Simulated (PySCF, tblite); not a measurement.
# Ge₂₆H₄₂: electronic excitations

Wanted: electronic excitations for Ge₂₆H₄₂.

Computed with tblite 0.8.0 and PySCF 2.14.0 and routines of our own; the level stands in each step. Atoms count from 0.

## Step 1: The starting structure

68 atoms, charge 0, multiplicity 1; geometry from: force field, distance geometry or constructed start.

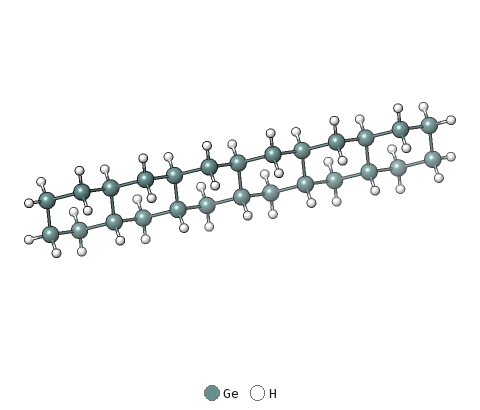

The starting geometry (germanium teal, hydrogen white).

## Step 2: Geometry optimisation with GFN2-xTB

The job: settings as JSON, then the geometry in Å.

```
{"job": {"kind": "relax", "xc": "GFN2-xTB", "basis": "xTB"}, "charge": 0, "multiplicity": 1}
Ge     8.026700     1.156100    -0.401600
Ge     6.013200     2.318300     0.393100
Ge     4.016100     1.155600    -0.399000
Ge     4.010200    -1.153500     0.393800
Ge     6.015400    -2.316900    -0.396600
Ge     8.018500    -1.158400     0.397400
Ge    -8.021700     1.159600    -0.403300
Ge   -10.023900     2.318400     0.401500
Ge   -12.030100     1.155800    -0.400400
Ge   -12.035600    -1.158700     0.401600
Ge   -10.029400    -2.316900    -0.402100
Ge    -8.024300    -1.159900     0.400000
Ge    -0.003400     1.158600    -0.395000
Ge    -2.003300     2.315100     0.397300
Ge    -4.013100     1.163000    -0.399800
Ge    -4.012800    -1.157300     0.406300
Ge    -2.005100    -2.313800    -0.399100
Ge    -0.001100    -1.161300     0.399000
Ge     2.004900     2.317500     0.402500
Ge     2.008300    -2.314800    -0.397300
Ge    12.030500     1.161700    -0.398500
Ge    10.026400     2.317200     0.399800
Ge    10.030700    -2.311100    -0.393400
Ge    12.028600    -1.162200     0.398500
Ge    -6.015900     2.318300     0.400900
Ge    -6.022500    -2.316600    -0.397500
H      8.022500     1.160200    -1.930700
H      6.015800     2.316300     1.931200
H      6.017000     3.759700    -0.108800
H      4.012000     1.158300    -1.926600
H      4.014500    -1.157300     1.928900
H      6.014500    -2.314400    -1.929800
H      6.015400    -3.759200     0.104900
H      8.023900    -1.159200     1.933700
H     -8.020600     1.159700    -1.933300
H    -10.026800     2.317900     1.927100
H    -10.028100     3.759400    -0.110900
H    -12.031900     1.160400    -1.932600
H    -13.281900     1.875800     0.106700
H    -12.037600    -1.154500     1.931200
H    -13.283100    -1.882000    -0.103000
H    -10.021400    -2.321300    -1.926300
H    -10.022400    -3.758300     0.103200
H     -8.019200    -1.158400     1.928200
H     -0.003700     1.159600    -1.927600
H     -2.007400     2.317300     1.926600
H     -2.003100     3.759400    -0.107400
H     -4.011200     1.160500    -1.927700
H     -4.009300    -1.157500     1.930200
H     -2.003600    -2.315000    -1.928000
H     -2.006400    -3.766600     0.109900
H      0.006600    -1.156600     1.929700
H      2.005100     2.315300     1.930100
H      2.002100     3.757700    -0.109800
H      2.006200    -2.316600    -1.928500
H      2.005000    -3.756300     0.107400
H     12.039400     1.152200    -1.931900
H     13.285700     1.887300     0.106100
H     10.027400     2.315000     1.934000
H     10.026400     3.761300    -0.107800
H     10.023500    -2.314800    -1.928500
H     10.031200    -3.759600     0.104900
H     12.034500    -1.157200     1.930800
H     13.282800    -1.876200    -0.105700
H     -6.010700     2.319000     1.932000
H     -6.021300     3.761100    -0.105500
H     -6.014000    -2.312600    -1.931200
H     -6.013900    -3.761000     0.112700
```

Launch:

```sh
$ OMP_NUM_THREADS=4 python large_run.py task.json out
```

This one command runs all jobs of the session in turn.

Standard output:

```text
step      E/eV     max force
  0   -1953.42626    0.955
  1   -1953.66817    0.652
  2   -1954.07314    0.418
  3   -1954.15742    0.403
  4   -1954.38636    0.292
  5   -1954.41409    0.145
  6   -1954.42363    0.123
  7   -1954.42898    0.102
  8   -1954.43591    0.130
  9   -1954.44157    0.124
 10   -1954.44878    0.131
 11   -1954.45701    0.154
 12   -1954.46549    0.153
 13   -1954.47229    0.140
 14   -1954.47814    0.129
 15   -1954.48399    0.099
 16   -1954.48933    0.103
 17   -1954.49362    0.075
 18   -1954.49751    0.079
 19   -1954.50195    0.084
 20   -1954.50748    0.112
 21   -1954.51408    0.119
 22   -1954.52159    0.120
 23   -1954.53000    0.133
 24   -1954.53924    0.135
 25   -1954.54876    0.148
 26   -1954.55844    0.139
 27   -1954.56818    0.166
 28   -1954.57925    0.160
 29   -1954.59063    0.154
 30   -1954.60078    0.154
 31   -1954.60938    0.123
 32   -1954.61721    0.130
 33   -1954.62348    0.104
 34   -1954.62768    0.085
 35   -1954.63019    0.067
 36   -1954.63212    0.070
 37   -1954.63409    0.067
 38   -1954.63596    0.068
 39   -1954.63761    0.049
 40   -1954.63904    0.049
 41   -1954.64000    0.040
 42   -1954.64157    0.062
 43   -1954.64251    0.060
 44   -1954.64390    0.057
 45   -1954.64511    0.064
 46   -1954.64634    0.063
 47   -1954.64727    0.040
 48   -1954.64794    0.035
 49   -1954.64842    0.027
 50   -1954.64892    0.041
 51   -1954.64943    0.052
 52   -1954.65031    0.051
 53   -1954.65218    0.064
 54   -1954.65368    0.060
 55   -1954.65483    0.031
 56   -1954.65532    0.026
 57   -1954.65566    0.029
 58   -1954.65614    0.031
 59   -1954.65695    0.043
 60   -1954.65811    0.056
 61   -1954.65930    0.054
 62   -1954.66010    0.042
 63   -1954.66050    0.030
 64   -1954.66077    0.022
 65   -1954.66106    0.024
 66   -1954.66146    0.037
 67   -1954.66191    0.042
 68   -1954.66232    0.040
 69   -1954.66262    0.033
 70   -1954.66287    0.026
 71   -1954.66312    0.024
 72   -1954.66337    0.021
 73   -1954.66358    0.027
 74   -1954.66375    0.028
 75   -1954.66392    0.022
 76   -1954.66411    0.019
```

It took 36 s on 4 threads of Arm Neoverse N1, shared host; peak memory 0.14 GiB.

Relaxation path:

```csv
step,energy from step 0 (eV),largest force (eV/Å)
0,0.0000,0.9544
1,-0.2419,0.6516
2,-0.6469,0.4187
3,-0.7312,0.4031
4,-0.9601,0.2910
5,-0.9878,0.1442
6,-0.9974,0.1231
7,-1.0027,0.1015
8,-1.0096,0.1300
13,-1.0460,0.1400
19,-1.0757,0.0842
25,-1.1225,0.1477
31,-1.1831,0.1234
37,-1.2078,0.0664
42,-1.2153,0.0617
48,-1.2217,0.0353
54,-1.2274,0.0601
60,-1.2319,0.0564
66,-1.2352,0.0366
72,-1.2371,0.0205
73,-1.2373,0.0275
74,-1.2375,0.0285
75,-1.2377,0.0219
76,-1.2378,0.0194
```

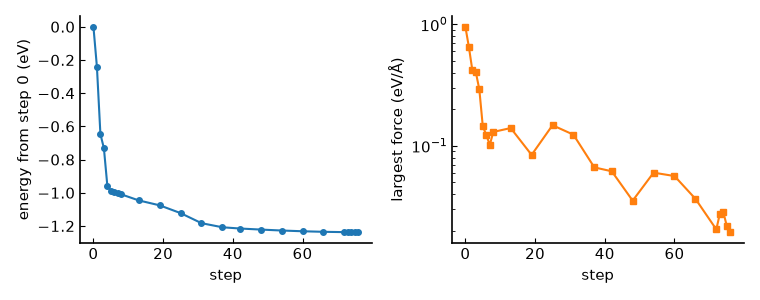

Energy and force, step by step.

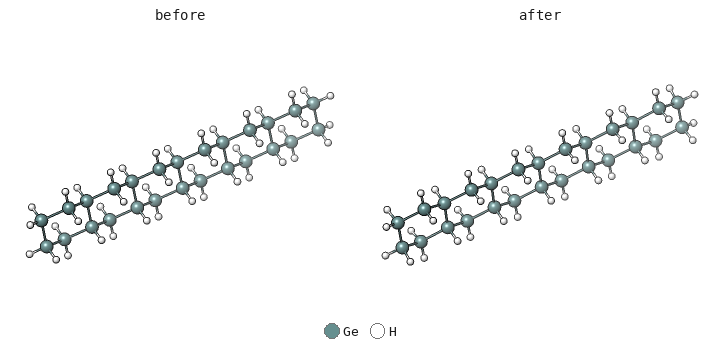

The geometry before (left) and after (right).

Close pairs (by a distance rule), those that changed most:

```csv
bond,before (Å),after (Å),change (Å)
Ge20–Ge23,2.457,2.400,-0.057
Ge8–Ge9,2.450,2.398,-0.052
Ge7–Ge8,2.453,2.406,-0.048
Ge9–Ge10,2.452,2.407,-0.045
Ge20–Ge21,2.447,2.408,-0.040
Ge22–Ge23,2.437,2.407,-0.030
Ge0–Ge1,2.457,2.430,-0.027
Ge2–Ge18,2.457,2.434,-0.023
```

The end geometry stands in the next job.

## Step 3: Electronic excitations: TDDFT PBE/def2-SVP

The job: settings as JSON, then the geometry in Å.

```
{"job": {"kind": "uv", "basis": "def2-SVP", "grid": 1, "kgrid": 0, "vcut": null, "nstates": 6, "ntriplets": 2, "tda": false, "delta": ["ip_vertical"], "pop": true, "xc": "PBE"}, "charge": 0, "multiplicity": 1}
Ge     8.308442     1.202838    -0.243852
Ge     6.244349     2.310213     0.401517
Ge     4.167572     1.205509    -0.222533
Ge     4.168319    -1.203506     0.222087
Ge     6.244690    -2.308614    -0.402957
Ge     8.309027    -1.201823     0.243709
Ge    -8.309177     1.202629    -0.244042
Ge   -10.385597     2.322511     0.339363
Ge   -12.377074     1.152462    -0.332588
Ge   -12.377935    -1.151550     0.331448
Ge   -10.385578    -2.323114    -0.340389
Ge    -8.308125    -1.200656     0.244990
Ge     0.000176     1.204795    -0.224926
Ge    -2.084281     2.309885     0.384888
Ge    -4.168048     1.205158    -0.221969
Ge    -4.167078    -1.204090     0.223426
Ge    -2.083497    -2.308645    -0.382049
Ge     0.000607    -1.204090     0.227065
Ge     2.084160     2.309301     0.383371
Ge     2.085292    -2.308540    -0.383494
Ge    12.379907     1.153794    -0.330280
Ge    10.386274     2.324391     0.341741
Ge    10.386228    -2.322998    -0.341347
Ge    12.378915    -1.152770     0.331244
Ge    -6.245615     2.309860     0.402709
Ge    -6.244471    -2.309152    -0.400672
H      8.294405     1.253760    -1.783118
H      6.264110     2.526090     1.908641
H      6.254825     3.756852    -0.080843
H      4.185618     1.277983    -1.763074
H      4.186573    -1.277247     1.762170
H      6.264298    -2.523916    -1.910469
H      6.254744    -3.755912     0.079093
H      8.292395    -1.252944     1.783015
H     -8.290684     1.252304    -1.783731
H    -10.425287     2.540955     1.840657
H    -10.396666     3.751919    -0.173097
H    -12.499078     1.227920    -1.840173
H    -13.634928     1.865867     0.123882
H    -12.498261    -1.229235     1.839278
H    -13.634585    -1.867586    -0.125414
H    -10.425028    -2.539567    -1.843265
H    -10.396114    -3.753647     0.173148
H     -8.292835    -1.251405     1.785342
H     -0.000474     1.270312    -1.767187
H     -2.088944     2.538148     1.892599
H     -2.090209     3.755057    -0.108969
H     -4.185358     1.277701    -1.763063
H     -4.185704    -1.275515     1.764699
H     -2.089148    -2.536724    -1.889291
H     -2.090402    -3.753881     0.110575
H      0.001823    -1.270564     1.769315
H      2.087987     2.537054     1.890476
H      2.089749     3.754646    -0.107483
H      2.087148    -2.536583    -1.891239
H      2.090474    -3.754143     0.108697
H     12.501174     1.232877    -1.838077
H     13.636563     1.869152     0.129287
H     10.425345     2.540484     1.844605
H     10.396396     3.755668    -0.169473
H     10.426095    -2.538124    -1.843925
H     10.396409    -3.753463     0.170490
H     12.501386    -1.230041     1.839265
H     13.636368    -1.866841    -0.127905
H     -6.264862     2.525762     1.910244
H     -6.253512     3.757079    -0.080598
H     -6.264183    -2.525459    -1.907953
H     -6.253929    -3.756298     0.082401
```

Level: TDDFT PBE/def2-SVP, vertical, gas phase, core orbitals frozen in the response.

Standard output:

```text
start: PBE on a coarse grid of 280429 points
cycle   1  E = -54012.2374488370  dE = -1.342e+01  |g| = 2.321e+00  |ddm| = 8.873e+00
cycle   2  E = -54011.9225762468  dE =  3.149e-01  |g| = 2.838e+00  |ddm| = 2.865e+00
cycle   3  E = -54012.6996836332  dE = -7.771e-01  |g| = 2.257e-01  |ddm| = 2.121e+00
cycle   4  E = -54012.7189395960  dE = -1.926e-02  |g| = 6.861e-02  |ddm| = 4.879e-01
cycle   5  E = -54012.7205238551  dE = -1.584e-03  |g| = 2.159e-02  |ddm| = 1.201e-01
cycle   6  E = -54012.7206089909  dE = -8.514e-05  |g| = 5.910e-03  |ddm| = 3.041e-02
final grid: 280429 points
cycle   7  E = -54012.7205887187  dE =  2.027e-05  |g| = 9.814e-03  |ddm| = 2.092e-02
cycle   8  E = -54012.7205010922  dE =  8.763e-05  |g| = 1.893e-02  |ddm| = 4.020e-02
cycle   9  E = -54012.7206160355  dE = -1.149e-04  |g| = 2.564e-03  |ddm| = 2.926e-02
cycle  10  E = -54012.7206171954  dE = -1.160e-06  |g| = 3.128e-04  |ddm| = 3.654e-03
cycle  11  E = -54012.7206265107  dE = -9.315e-06  |g| = 6.407e-05  |ddm| = 5.650e-04
converged SCF energy = -54012.7206265107
Vertical ionisation energy (delta-SCF) = 7.0928 eV   <S^2> = 0.751

Static polarisability (au): isotropic 1142.436, principal 534.090 856.631 2036.587

Singlet excitations
state   eV       nm        f      main configurations
  1   3.2232    384.7   0.00003   H->L 0.99
  2   3.3521    369.9   1.28192   H->L+1 0.91
  3   3.6425    340.4   0.00004   H-1->L 0.98
  4   3.6745    337.4   0.01580   H-3->L 0.60, H-1->L+1 0.38
  5   3.6790    337.0   0.00030   H-2->L+1 0.97
  6   3.7034    334.8   0.04619   H-1->L+1 0.57, H-3->L 0.33

Triplet excitations (Tamm-Dancoff, eV): 3.1288 3.1475
```

Wall time 2.9 min (4 threads of Arm Neoverse N1, shared host); peak memory 3 GiB.

Frontier orbitals and where they lie:

```csv
orbital,eV,atoms
HOMO−4,-6.57,"Ge11 9 %, Ge6 9 %, Ge0 9 %"
HOMO−3,-6.44,"Ge0 5 %, Ge11 5 %, Ge21 5 %"
HOMO−2,-6.43,"Ge5 7 %, Ge0 7 %, Ge6 7 %"
HOMO−1,-6.39,"Ge17 9 %, Ge12 9 %, Ge15 7 %"
HOMO,-5.99,"Ge19 6 %, Ge13 6 %, Ge16 6 %"
LUMO,-2.80,"Ge12 7 %, Ge17 6 %, Ge18 6 %"
LUMO+1,-2.79,"Ge19 6 %, Ge16 6 %, Ge17 6 %"
LUMO+2,-2.08,"Ge0 6 %, Ge6 6 %, Ge5 6 %"
LUMO+3,-1.99,"Ge11 6 %, Ge5 6 %, Ge0 6 %"
```

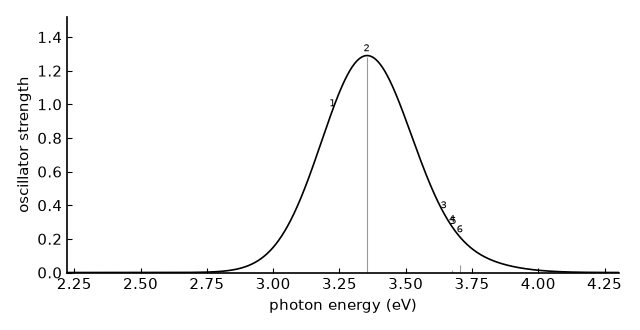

Absorption spectrum from the 6 singlet states computed; above the last one it falls off for lack of states. Lines are broadened to a width of 0.40 eV (Gaussian).

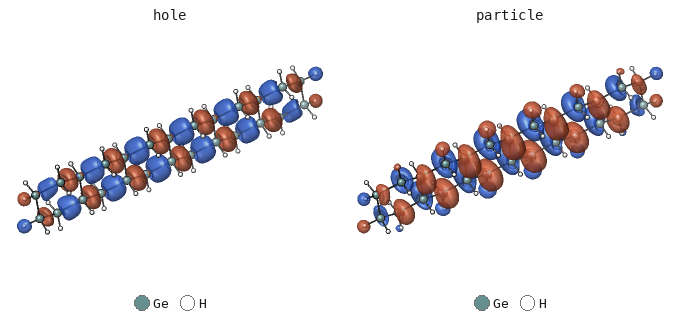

Leading natural transition orbitals of singlet state 2: the electron leaves the hole (left) for the particle orbital (right).

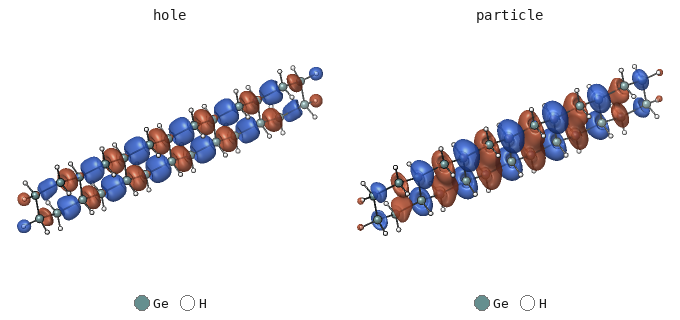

Leading natural transition orbitals of singlet state 1: the electron leaves the hole (left) for the particle orbital (right).

Ground-state properties from the same run:

```csv
property,computed
dipole moment (D),0.01
polarisability (Å³),169.29
HOMO–LUMO gap (eV),3.19
−ε(HOMO) (eV),5.99
```

Orbitals, density, ELF and potential are computed afterwards from the orbital file.

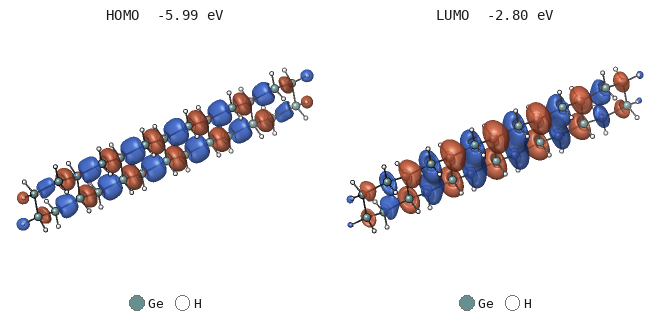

PBE/def2-SVP orbitals near the gap, drawn at the value that encloses 70 % of each; the two colours are the two signs.

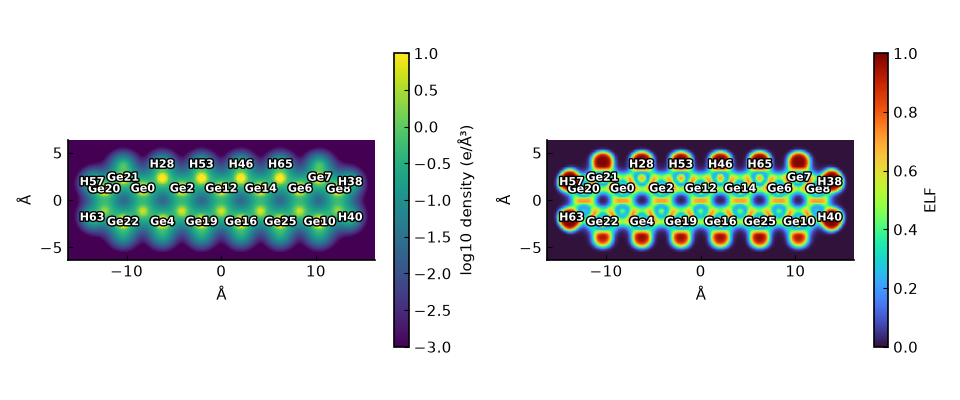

Density (left) and ELF (right) in a plane through or near 23 of the atoms.

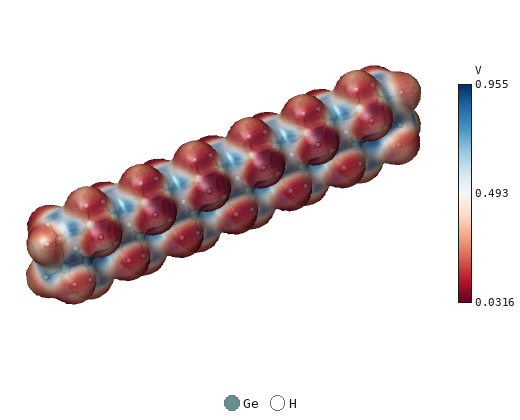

The potential that a unit positive charge feels on the 0.002 e/bohr³ surface, from 0.03 to 0.96 V.

## Step 4: Results

| quantity | value |
| --- | --- |
| lowest singlet (PBE/def2-SVP) | 3.22 eV (385 nm), f = 0.000 |
| brightest single state of those computed | state 2, 3.35 eV, f = 1.282 |
| lowest triplet | 3.13 eV |
| surface potential, least and greatest | 0.03 V and 0.96 V |

In words: The first singlet state (HOMO→LUMO 0.99) lies at 3.22 eV and is dark; of the 6 states computed, the strongest absorption comes from state 2 at 3.35 eV. The lowest triplet lies 0.09 eV below the lowest singlet (triplets in Tamm-Dancoff, singlets in full TDDFT).
